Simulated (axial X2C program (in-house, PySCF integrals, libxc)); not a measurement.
# SnLi: bond curves with and without spin–orbit coupling

Aim: find the lowest determinant of SnLi, scan the bond at several levels and fit the constants, once spin-free and once with spin–orbit coupling.

Computed with an in-house X2C program for linear molecules on PySCF integrals. Level: all-electron X2C, Sn dyall-cv3z, Li dyall-cv3z.

All values are calculated.

## Step 1: The job

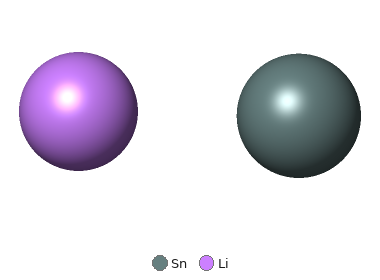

The two atoms at 2.730 Å (tin teal, lithium purple).

The input, task.json:

```json
{"zs": [50, 3], "q": 0, "bas": ["dyall-cv3z", "dyall-cv3z"], "levels": ["PBE0", "HF", "TPSS"], "cc": true, "r0": 2.73, "thr": -2.0, "nmax": 90, "npts": 10, "nst": 2, "ntry": 6}
```

Keys: zs atomic numbers; q charge; bas basis sets; levels methods (HF also brings MP2); cc coupled cluster on or off; r0 starting distance in Å; thr threshold in hartree for freezing inner shells (an s shell follows its p shell); nmax most natural virtual spinors; npts points asked for on the curve; nst determinants followed; ntry starts of the search.

Command:

```
python so2c.py task.json out
```

Spin-free means the one-electron spin-free X2C Hamiltonian; two-component (2c) means X2C with spin–orbit coupling and atomic mean-field two-electron Coulomb and Gaunt terms. Basis: Sn dyall-cv3z contracted to [11s12p9d4f1g], Li dyall-cv3z contracted to [7s8p2d]; Gaussian nuclei, density fitting. Masses: Sn 119.902 u, Li 7.016 u.

Notation: σ, π±, δ± give the projection m of an orbital's angular momentum (0, ±1, ±2), α and β its spin, Λ and M_S the sums; ω is the projection of a spinor's total angular momentum and Ω the sum. Logs are in hartree.

The results follow Hamiltonian by Hamiltonian and level by level.

## Step 2: State search with PBE0

PBE0 moves the distance from 2.730 Å to 2.589 Å and compares determinants there.

Spin-free determinants:

| ΔE (eV) | state | open shells |
| --- | --- | --- |
| 0.00 | M_S = 3/2, Λ = 0 | beyond closed shells: σα, π+α, π-α |
| 0.45 | M_S = 1/2, Λ = 1 | beyond closed shells: π+α |
| 0.54 | M_S = 1/2, Λ = 0 | beyond closed shells: σβ, π+α, π-α |
| 0.91 | M_S = 1/2, Λ = 2 | beyond closed shells: σα, π+α, π+β |
| 0.91 | M_S = 1/2, Λ = 0 | beyond closed shells: σα, π+β, π-α |
| 1.99 | M_S = 3/2, Λ = 1 | beyond closed shells: 2 × σα, π+α |
| 2.03 | M_S = 1/2, Λ = 1 | beyond closed shells: π+α, π+β, π-α |

Two-component determinants:

```json
{"ΔE (eV)": "0.00", "state": "Ω = 3/2", "open shells": "excess of +ω over −ω: ω = 3/2"}
{"ΔE (eV)": "0.32", "state": "Ω = 1/2", "open shells": "excess of +ω over −ω: ω = 1/2"}
{"ΔE (eV)": "0.58", "state": "Ω = 1/2", "open shells": "excess of +ω over −ω: 2 × ω = -1/2, ω = 3/2"}
{"ΔE (eV)": "0.93", "state": "Ω = 5/2", "open shells": "excess of +ω over −ω: 2 × ω = 1/2, ω = 3/2"}
{"ΔE (eV)": "1.15", "state": "Ω = 1/2", "open shells": "excess of +ω over −ω: ω = 1/2"}
{"ΔE (eV)": "3.34", "state": "Ω = 7/2", "open shells": "excess of +ω over −ω: ω = 1/2, 2 × ω = 3/2"}
{"ΔE (eV)": "3.71", "state": "Ω = 5/2", "open shells": "excess of +ω over −ω: ω = -1/2, 2 × ω = 3/2"}
```

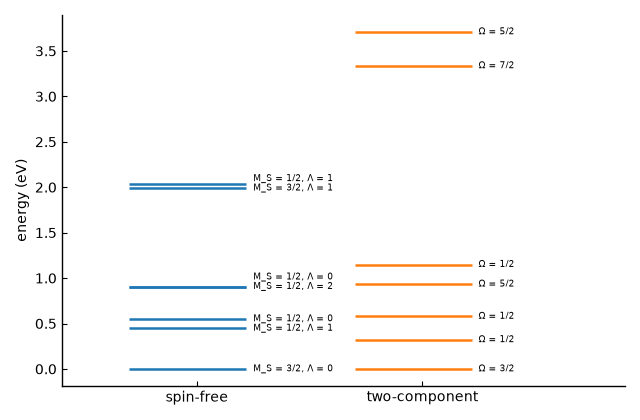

The determinants found, each set from its own lowest.

## Step 3: PBE0, spin-free

State followed: M_S = 3/2, Λ = 0 (beyond closed shells: σα, π+α, π-α). The scan is laid around 2.589 Å, a first estimate of the minimum, and this SCF restarts from the orbitals of the search.

Output at 2.589 Å:

```text
spin-free X2C-1e  PBE0
basis functions 170  fitting functions 836  grid points 5086
iter        total energy     max residual
   1      -6183.737949855     5.39e-05
   2      -6183.737949871     2.97e-05
   3      -6183.737949878     6.03e-06
converged
one-electron -8565.07139892  Coulomb 2518.92359137  exact exchange -41.44935936  xc functional -126.79994931  nuclear repulsion 30.65916633
```

Along the bond, energies from the lowest point:

```tsv
R (Å)	E (eV)	μ (D)	HOMO (eV)	LUMO (eV)	iterations
2.252	0.2532	4.79	-4.67	-1.90	25
2.356	0.1062	5.07	-4.57	-1.94	18
2.434	0.0419	5.28	-4.50	-1.97	15
2.511	0.0089	5.48	-4.44	-2.00	12
2.589	0.0000	5.69	-4.38	-2.02	3
2.680	0.0138	5.93	-4.32	-2.04	13
2.770	0.0475	6.16	-4.26	-2.05	12
2.887	0.1113	6.44	-4.19	-2.07	13
3.029	0.2103	6.76	-4.12	-2.09	13
3.236	0.3748	7.14	-4.04	-2.11	14
```

Dipoles are positive if Li is the positive end.

Outer orbitals at the reference distance:

```csv
symmetry,occupied,ε (eV),atomic character
σα,yes,-27.09,100% Sn d
π+α,yes,-27.06,100% Sn d
π-α,yes,-27.06,100% Sn d
δ-α,yes,-27.02,100% Sn d
δ+α,yes,-27.02,100% Sn d
σβ,yes,-26.89,100% Sn d
π+β,yes,-26.86,100% Sn d
π-β,yes,-26.86,100% Sn d
δ+β,yes,-26.82,100% Sn d
δ-β,yes,-26.82,100% Sn d
σα,yes,-11.63,"74% Sn s, 13% Li p, 9% Li s"
σβ,yes,-9.46,"75% Sn s, 13% Li p, 8% Li s"
σα,yes,-5.24,"72% Sn p, 18% Li s, 6% Li p"
π-α,yes,-4.38,"79% Sn p, 16% Li p, 5% Li d"
π+α,yes,-4.38,"79% Sn p, 16% Li p, 5% Li d"
σβ,no,-2.02,"63% Sn p, 30% Li s, 4% Li p"
σα,no,-1.66,"56% Li s, 35% Li p, 6% Sn p"
π-β,no,-1.28,"70% Sn p, 27% Li p, 3% Li d"
π+β,no,-1.28,"70% Sn p, 27% Li p, 3% Li d"
```

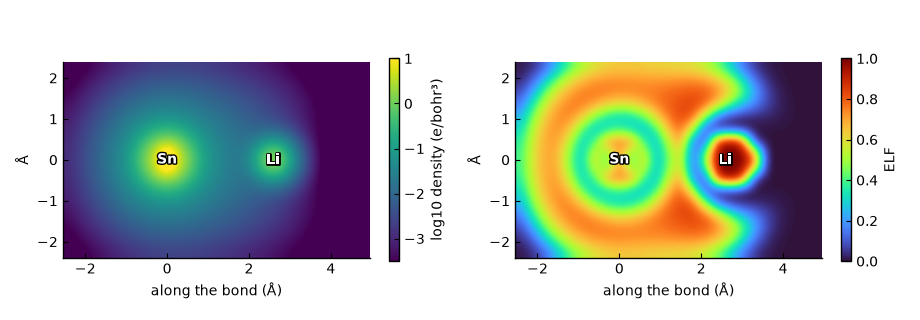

PBE0 fields in a plane through the axis, from a grid of 0.3 Å; Sn lies at z = 0 and Li at z = 2.589 Å; the ELF is damped to zero where the density is low.

Re = 2.582 Å, ωe = 365 cm⁻¹, ωexe = 2.55 cm⁻¹, Be = 0.3814 cm⁻¹, De = 1.51 eV, μ = 5.67 D.

## Step 4: HF, spin-free

Output at 2.589 Å:

```text
spin-free X2C-1e  HF
basis functions 170  fitting functions 836  grid points 5086
iter        total energy     max residual
   1      -6181.286078649     3.31e-01
   2      -6181.304795804     7.38e-03
   3      -6181.305372239     6.16e-03
   4      -6181.305458924     1.78e-03
   5      -6181.305495252     1.08e-03
   6      -6181.305511253     1.14e-03
   7      -6181.305514760     2.49e-04
   8      -6181.305515441     9.13e-05
   9      -6181.305515614     9.25e-05
  10      -6181.305515646     2.34e-05
  11      -6181.305515653     7.50e-06
  12      -6181.305515653     5.13e-06
  13      -6181.305515654     8.65e-07
converged
one-electron -8564.53218709  Coulomb 2518.44158905  exact exchange -165.87408395  xc functional 0.00000000  nuclear repulsion 30.65916633
```

Re = 2.622 Å, ωe = 359 cm⁻¹, ωexe = 2.52 cm⁻¹, Be = 0.3699 cm⁻¹, De = 1.07 eV, μ = 6.51 D.

## Step 5: TPSS, spin-free

Output at 2.589 Å:

```text
spin-free X2C-1e  TPSS
basis functions 170  fitting functions 836  grid points 5086
iter        total energy     max residual
   1      -6183.834092676     2.01e-01
   2      -6183.835531816     5.42e-03
   3      -6183.835640527     3.48e-02
   4      -6183.835780761     1.53e-03
   5      -6183.835786317     2.17e-03
   6      -6183.835787089     2.21e-04
   7      -6183.835787120     9.47e-05
   8      -6183.835787123     1.84e-05
converged
one-electron -8564.29419895  Coulomb 2518.12060388  exact exchange 0.00000000  xc functional -168.32135839  nuclear repulsion 30.65916633
```

Re = 2.591 Å, ωe = 359 cm⁻¹, ωexe = 2.7 cm⁻¹, Be = 0.379 cm⁻¹, De = 1.54 eV, μ = 5.49 D.

## Step 6: Correlated methods, spin-free

Correlated methods: 15 electrons correlated (frozen shells, counted by type: Sn 4 s, 3 p, 1 d; Li 1 s), 233 virtual spinors in MP2, 90 natural virtuals in coupled cluster.

Output of the correlated part at 2.589 Å:

```text
correlated 15  virtual 233  natural virtual 90  E(MP2) -0.527320655  MP2 remainder -0.023871386
iter   CCSD correlation   residual
   1     -0.459509814   1.05e-01
   2     -0.469509467   2.69e-02
   3     -0.469834526   8.60e-03
   4     -0.469827788   2.70e-03
   5     -0.469862672   1.07e-03
   6     -0.469861377   3.64e-04
   7     -0.469860689   8.89e-05
   8     -0.469861504   2.36e-05
   9     -0.469861123   6.23e-06
  10     -0.469861197   1.92e-06
  11     -0.469861192   5.82e-07
(T) -0.013647290  T1 0.0158  D1 0.0388  max T2 0.062
```

T1 in the output is the amplitude norm over the root of the electron number; divide by √2 for the Lee–Taylor value.

MP2: Re = 2.598 Å, ωe = 365 cm⁻¹, Be = 0.3767 cm⁻¹, De = 1.53 eV.

CCSD: Re = 2.601 Å, ωe = 366 cm⁻¹, ωexe = 2.28 cm⁻¹, Be = 0.3758 cm⁻¹, De = 1.50 eV. T1 at Re = 0.011 (Lee–Taylor, the printed value over √2).

CCSD(T): Re = 2.602 Å, ωe = 365 cm⁻¹, ωexe = 2.23 cm⁻¹, Be = 0.3755 cm⁻¹, De = 1.52 eV. T1 at Re = 0.011 (Lee–Taylor, the printed value over √2).

## Step 7: A higher determinant, spin-free

State: M_S = 1/2, Λ = 1 (beyond closed shells: π+α).

Output at the reference distance:

```text
spin-free X2C-1e  PBE0
basis functions 170  fitting functions 836  grid points 5086
iter        total energy     max residual
   1      -6183.721525995     7.85e-05
   2      -6183.721526000     8.17e-05
   3      -6183.721526033     3.59e-06
   4      -6183.721526033     2.53e-06
converged
one-electron -8564.58085882  Coulomb 2518.42106687  exact exchange -41.43785491  xc functional -126.78304551  nuclear repulsion 30.65916633
```

```tsv
R (Å)	E above the lowest PBE0 point (eV)
2.252	1.017
2.356	0.750
2.434	0.610
2.511	0.512
2.589	0.447
2.680	0.405
2.770	0.393
2.887	0.411
3.029	0.468
```

Re = 2.769 Å, ωe = 337 cm⁻¹, ωexe = 1.99 cm⁻¹, Be = 0.3318 cm⁻¹, μ = 4.94 D. Te = 0.39 eV.

## Step 8: The spin-free curves together

Energy (eV) of the followed determinant, spin-free, from each level's lowest point:

```tsv
R (Å)	PBE0	HF	MP2	CCSD	CCSD(T)	TPSS
2.252	0.253	0.319	0.280	n/a	n/a	0.260
2.356	0.106	0.146	0.122	0.127	0.127	0.111
2.434	0.042	0.066	0.052	0.054	0.055	0.046
2.511	0.009	0.020	0.013	0.014	0.014	0.011
2.589	0.000	0.000	0.000	0.000	0.000	0.000
2.680	0.014	0.003	0.010	0.009	0.009	0.011
2.770	0.047	0.028	0.041	0.039	0.039	0.042
2.887	0.111	0.083	0.103	0.101	0.100	0.103
3.029	0.210	0.173	0.204	n/a	n/a	0.197
3.236	0.375	0.327	0.379	n/a	n/a	0.355
```

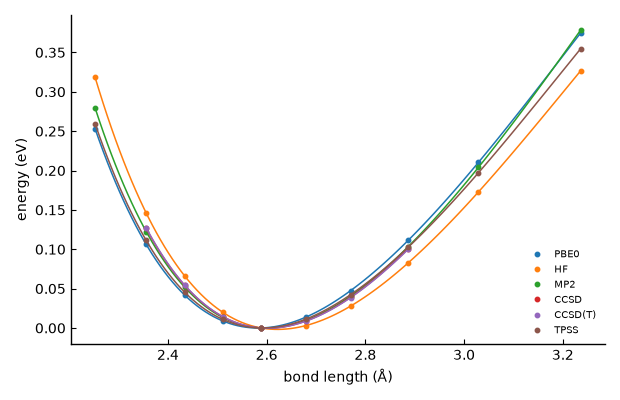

Curves of the followed state, spin-free, each from its own lowest point.

## Step 9: PBE0, 2c

State followed: Ω = 3/2 (excess of +ω over −ω: ω = 3/2). The scan is laid around 2.589 Å, a first estimate of the minimum, and this SCF restarts from the orbitals of the search.

The SCF at the reference distance of 2.589 Å:

```text
two-component X2C + atomic mean field  PBE0
basis functions 170  fitting functions 836  grid points 5086
iter        total energy     max residual
   1      -6181.140103468     5.89e-05
   2      -6181.140103483     2.21e-05
   3      -6181.140103491     1.46e-05
converged
one-electron -8557.66665430  Coulomb 2517.53713490  exact exchange -41.42387563  xc functional -126.72652156  nuclear repulsion 30.65916633  atomic mean-field constant -3.51935323
```

Along the bond, energies from the lowest point:

```tsv
R (Å)	E (eV)	μ (D)	HOMO (eV)	LUMO (eV)	iterations
2.252	0.2559	4.81	-4.52	-1.90	30
2.356	0.1083	5.08	-4.43	-1.95	21
2.434	0.0434	5.29	-4.36	-1.98	18
2.511	0.0097	5.49	-4.29	-2.01	13
2.589	0.0000	5.69	-4.24	-2.03	3
2.680	0.0129	5.92	-4.17	-2.06	15
2.770	0.0456	6.14	-4.11	-2.08	13
2.887	0.1082	6.41	-4.04	-2.11	16
3.029	0.2059	6.70	-3.97	-2.14	15
3.236	0.3688	7.04	-3.90	-2.18	17
```

Dipoles are positive if Li is the positive end.

Outer spinors at the reference distance:

| ω | occupied | ε (eV) | atomic character | λ mixture |
| --- | --- | --- | --- | --- |
| -3/2 | yes | -27.59 | 100% Sn d | 84% δ, 16% π |
| -1/2 | yes | -27.58 | 100% Sn d | 67% π, 33% σ |
| 1/2 | yes | -27.55 | 100% Sn d | 51% σ, 49% π |
| 3/2 | yes | -27.47 | 100% Sn d | 71% δ, 29% π |
| 5/2 | yes | -26.60 | 100% Sn d | 100% δ |
| 3/2 | yes | -26.58 | 100% Sn d | 71% π, 29% δ |
| 1/2 | yes | -26.56 | 100% Sn d | 51% π, 49% σ |
| -1/2 | yes | -26.52 | 100% Sn d | 67% σ, 33% π |
| -3/2 | yes | -26.46 | 100% Sn d | 84% π, 16% δ |
| -5/2 | yes | -26.41 | 100% Sn d | 100% δ |
| 1/2 | yes | -11.59 | 74% Sn s, 13% Li p, 9% Li s | 100% σ |
| -1/2 | yes | -9.47 | 75% Sn s, 13% Li p, 8% Li s | 100% σ |
| 1/2 | yes | -5.20 | 72% Sn p, 18% Li s, 6% Li p | 100% σ |
| -1/2 | yes | -4.53 | 80% Sn p, 14% Li p, 4% Li d | 97% π, 3% σ |
| 3/2 | yes | -4.24 | 78% Sn p, 18% Li p, 5% Li d | 100% π |
| -1/2 | no | -2.03 | 62% Sn p, 31% Li s, 5% Li p | 97% σ, 3% π |
| 1/2 | no | -1.67 | 53% Li s, 34% Li p, 10% Sn p | 94% σ, 6% π |
| 1/2 | no | -1.38 | 68% Sn p, 27% Li p, 3% Li d | 94% π, 6% σ |
| -3/2 | no | -1.22 | 67% Sn p, 30% Li p, 3% Li d | 100% π |

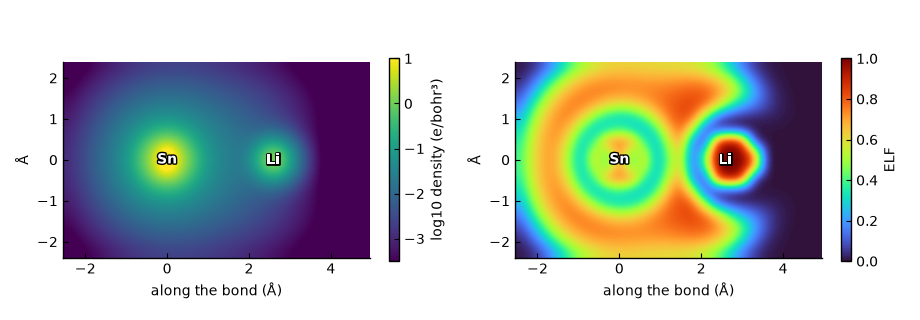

PBE0 fields in a plane through the axis, from a grid of 0.3 Å; Sn lies at z = 0 and Li at z = 2.589 Å; the ELF is damped to zero where the density is low.

Re = 2.585 Å, ωe = 363 cm⁻¹, ωexe = 2.52 cm⁻¹, Be = 0.3805 cm⁻¹, De = 1.50 eV, μ = 5.68 D.

## Step 10: HF, 2c

The SCF at the reference distance of 2.589 Å:

```text
two-component X2C + atomic mean field  HF
basis functions 170  fitting functions 836  grid points 5086
iter        total energy     max residual
   1      -6178.685208820     3.76e-01
   2      -6178.704097933     7.36e-03
   3      -6178.704764676     7.98e-03
   4      -6178.704902322     2.78e-03
   5      -6178.704963618     1.23e-03
   6      -6178.704985084     1.32e-03
   7      -6178.704988948     2.75e-04
   8      -6178.704989849     1.36e-04
   9      -6178.704990343     2.09e-04
  10      -6178.704990649     1.07e-04
  11      -6178.704990903     5.73e-05
  12      -6178.704991113     1.08e-04
  13      -6178.704991270     9.24e-05
  14      -6178.704991349     2.92e-05
  15      -6178.704991374     1.27e-05
  16      -6178.704991381     1.28e-05
  17      -6178.704991383     4.75e-06
  18      -6178.704991383     1.11e-06
converged
one-electron -8557.10841505  Coulomb 2517.03686772  exact exchange -165.77325715  xc functional 0.00000000  nuclear repulsion 30.65916633  atomic mean-field constant -3.51935323
```

Re = 2.626 Å, ωe = 357 cm⁻¹, ωexe = 2.46 cm⁻¹, Be = 0.3688 cm⁻¹, De = 1.01 eV, μ = 6.52 D.

## Step 11: TPSS, 2c

Output at 2.589 Å:

```text
two-component X2C + atomic mean field  TPSS
basis functions 170  fitting functions 836  grid points 5086
iter        total energy     max residual
   1      -6181.233817137     2.01e-01
   2      -6181.235284388     5.43e-03
   3      -6181.235396213     3.54e-02
   4      -6181.235541384     1.33e-03
   5      -6181.235547062     2.02e-03
   6      -6181.235548275     2.18e-04
   7      -6181.235548542     3.53e-04
   8      -6181.235548747     2.67e-05
   9      -6181.235548761     2.38e-05
  10      -6181.235548763     2.11e-06
converged
one-electron -8556.87951994  Coulomb 2516.72428176  exact exchange 0.00000000  xc functional -168.22012368  nuclear repulsion 30.65916633  atomic mean-field constant -3.51935323
```

Re = 2.593 Å, ωe = 357 cm⁻¹, ωexe = 2.77 cm⁻¹, Be = 0.3782 cm⁻¹, De = 1.54 eV, μ = 5.49 D.

## Step 12: MP2 and beyond, 2c

Correlated methods: 15 electrons correlated (frozen shells, counted by type: Sn 4 s, 3 p, 1 d; Li 1 s), 233 virtual spinors in MP2, 90 natural virtuals in coupled cluster.

Output of the correlated part at 2.589 Å:

```text
correlated 15  virtual 233  natural virtual 90  E(MP2) -0.527226092  MP2 remainder -0.024012104
iter   CCSD correlation   residual
   1     -0.459484467   1.06e-01
   2     -0.469543335   2.75e-02
   3     -0.469874002   9.43e-03
   4     -0.469876296   3.71e-03
   5     -0.469925970   1.97e-03
   6     -0.469924404   1.07e-03
   7     -0.469923462   5.67e-04
   8     -0.469926229   3.01e-04
   9     -0.469924626   1.61e-04
  10     -0.469924809   1.02e-04
  11     -0.469925524   5.72e-05
  12     -0.469925098   2.39e-05
  13     -0.469925309   1.17e-05
  14     -0.469925195   6.58e-06
  15     -0.469925238   3.22e-06
  16     -0.469925251   1.60e-06
(T) -0.013595972  T1 0.0169  D1 0.0414  max T2 0.062
```

MP2: Re = 2.598 Å, ωe = 366 cm⁻¹, Be = 0.3768 cm⁻¹, De = 1.53 eV.

CCSD: Re = 2.608 Å, ωe = 361 cm⁻¹, ωexe = 1.89 cm⁻¹, Be = 0.3741 cm⁻¹, De = 1.36 eV. T1 at Re = 0.012 (Lee–Taylor, the printed value over √2).

CCSD(T): Re = 2.607 Å, ωe = 362 cm⁻¹, ωexe = 2.11 cm⁻¹, Be = 0.3742 cm⁻¹, De = 1.30 eV. T1 at Re = 0.012 (Lee–Taylor, the printed value over √2).

## Step 13: A higher determinant, 2c

State: Ω = 1/2 (excess of +ω over −ω: ω = 1/2).

Output at the reference distance:

```text
two-component X2C + atomic mean field  PBE0
basis functions 170  fitting functions 836  grid points 5086
iter        total energy     max residual
   1      -6181.128298872     7.15e-05
   2      -6181.128298944     3.23e-05
   3      -6181.128298993     3.74e-05
   4      -6181.128299013     2.06e-05
   5      -6181.128299016     6.18e-06
converged
one-electron -8557.31597097  Coulomb 2517.17221276  exact exchange -41.41326670  xc functional -126.71108720  nuclear repulsion 30.65916633  atomic mean-field constant -3.51935323
```

```tsv
R (Å)	E above the lowest PBE0 point (eV)
2.252	0.862
2.356	0.612
2.434	0.478
2.511	0.384
2.589	0.321
2.680	0.281
2.770	0.270
2.887	0.286
3.029	0.342
```

Re = 2.769 Å, ωe = 331 cm⁻¹, ωexe = 2.09 cm⁻¹, Be = 0.3318 cm⁻¹, μ = 4.91 D. Te = 0.27 eV.

## Step 14: The 2c curves together

Energy (eV) of the followed determinant, 2c, from each level's lowest point:

```tsv
R (Å)	PBE0	HF	MP2	CCSD	CCSD(T)	TPSS
2.252	0.256	0.322	0.280	n/a	n/a	0.261
2.356	0.108	0.149	0.122	0.130	0.130	0.113
2.434	0.043	0.068	0.052	0.057	0.057	0.047
2.511	0.010	0.021	0.013	0.016	0.016	0.011
2.589	0.000	0.000	0.000	0.000	0.000	0.000
2.680	0.013	0.002	0.010	0.007	0.007	0.010
2.770	0.046	0.026	0.041	0.036	0.036	0.041
2.887	0.108	0.079	0.103	0.095	0.096	0.099
3.029	0.206	0.168	0.204	n/a	n/a	0.192
3.236	0.369	0.321	0.379	n/a	n/a	0.346
```

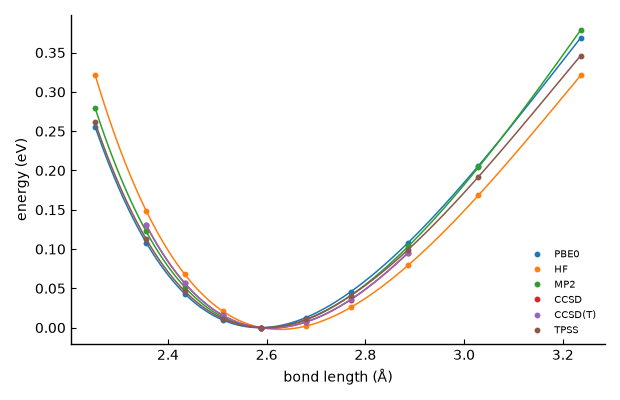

Curves of the followed state, 2c, each from its own lowest point.

The whole job took 3.7 min on 1 thread of Arm Neoverse V1, shared host; peak memory 0.94 GiB.

## Step 15: Constants

Lowest determinant that the search found at its distance, spin-free: M_S = 3/2, Λ = 0 (beyond closed shells: σα, π+α, π-α).

Lowest determinant that the search found at its distance, 2c: Ω = 3/2 (excess of +ω over −ω: ω = 3/2).

```tsv
Hamiltonian	level	Re (Å)	ωe (cm⁻¹)	De (eV)	μ (D)
spin-free	PBE0	2.582	365	1.51	5.67
spin-free	HF	2.622	359	1.07	6.51
spin-free	MP2	2.598	365	1.53	n/a
spin-free	CCSD	2.601	366	1.50	n/a
spin-free	CCSD(T)	2.602	365	1.52	n/a
spin-free	TPSS	2.591	359	1.54	5.49
2c	PBE0	2.585	363	1.50	5.68
2c	HF	2.626	357	1.01	6.52
2c	MP2	2.598	366	1.53	n/a
2c	CCSD	2.608	361	1.36	n/a
2c	CCSD(T)	2.607	362	1.30	n/a
2c	TPSS	2.593	357	1.54	5.49
```

Dipoles are positive if Li is the positive end.

Time per point (s) on 1 thread of Arm Neoverse V1, shared host (2c runs; CCSD comes with the CCSD(T) run); the times are rough: PBE0 0.9, HF 0.73, MP2 1.1, CCSD(T) 8.8, TPSS 1.

**Reading.** At CCSD(T), going from spin-free to two-component changes Re by +5 mÅ, ωe by -0.8 %, which is small (part of it comes from the scalar share of the two-electron terms). De moves by -0.22 eV; both De rest on single-determinant atoms, which can miss part of an open shell's spin–orbit lowering.

De refers to Sn + Li, each in the lowest determinant found, which need not be this curve's own limit. Each curve is one determinant whose occupation by symmetry is held fixed; it was picked as the lowest of a PBE0 search that is not exhaustive. Dissociation energies refer to the lowest single-determinant-based atoms at the same level and basis. Density functionals use the spin component along the axis (collinear). CCSD and (T) use frozen natural virtuals with an MP2 correction for the truncation. The meta-GGAs lack a current-density term, which matters for open shells with orbital currents, atoms included. With several unpaired electrons one determinant need not be a pure state.
